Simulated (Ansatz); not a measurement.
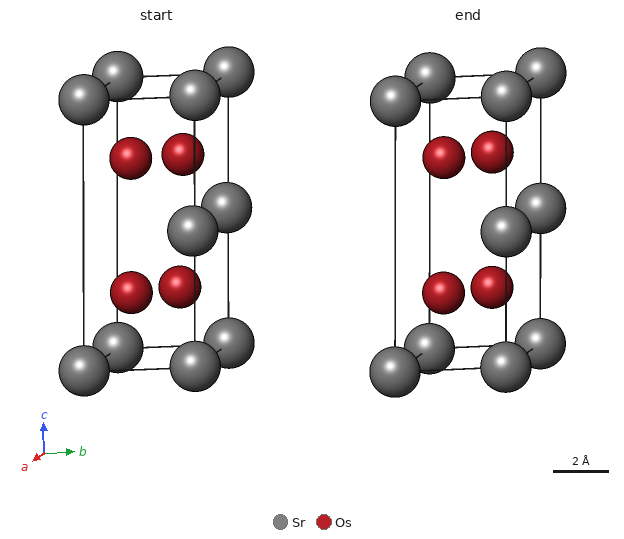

The structure of a crystal of SrOs₂ (a generated structure, set up in P1) (coarse preliminary run) before (left) and after (right) a relaxation, at one scale.

A spheres-only model of the cell of the calculation, seen slightly off an axis.

Level of theory: DFT PBE, scalar-relativistic, plane waves, PAW in Ansatz. (plane-wave cutoff 420 eV; k-point mesh 6 × 6 × 2; occupations gaussian; smearing width 0.2 eV; no spin polarisation; cell and atoms relaxed; force threshold 0.025 eV/Å; at most 60 steps)

### Summarise the run.

An Os atom moves most relative to the cell: 0.13 Å roughly along [−1 −3 1]. By element the largest moves are Os 0.13 Å, Sr 0.09 Å. Cell: a 4.131 → 4.134 Å (+0.1 %), b unchanged at 4.136 Å, c 10.116 → 10.106 Å (−0.1 %), α 90.4° → 90.1°, β 89.8° → 90.0°, γ 119.3° → 120.0°. Volume −0.7 %. Some distances before and after: Os–Sr 3.243 → 3.425 Å, Os–Sr 3.705 → 3.534 Å, Os–Os 2.254 → 2.392 Å, Os–Os 2.516 → 2.393 Å. The space group (tolerance 0.01 Å) goes from P1 (No. 1) to P-3m1 (No. 164). After 3 accepted moves (4 points after the start) the energy has fallen by 102 meV per atom. Largest force component: 3.7 eV/Å at the start, 0.023 eV/Å at the end. Pressure: 0.53 GPa at the start and −0.04 GPa at the end. The SCF was repeated once at an unchanged geometry on a basis and grid sized afresh for the cell, which shifted the energy by less than 0.05 meV per atom at most.
